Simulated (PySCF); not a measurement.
B(Me)2(SeH), SMILES CB(C)[SeH], B3LYP/def2-SVP optimised geometry. Atoms within 1.6 Å of the plane z = 1.0 Å (x, y, z in Å): B1 (0.03, 0.04, 0.00), C2 (-1.46, 0.53, 0.03), H4 (-1.64, 1.07, 0.98), H5 (-2.23, -0.25, -0.06), C6 (1.23, 1.06, -0.05), H8 (2.23, 0.63, 0.14), H9 (1.07, 1.89, 0.66), Se10 (0.30, -1.89, 0.00), H11 (1.78, -1.89, 0.00).

Calculation: B3LYP/def2-TZVP (PySCF).

Map of the log10 of the electron density (e/bohr³), floored at −4 on the plane z = 1.0 Å:

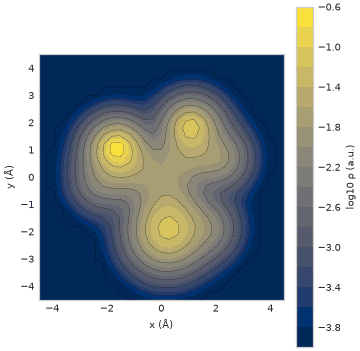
Fig. 1. Log10 of the electron density (e/bohr³), floored at −4 on the plane z = 1.0 Å.
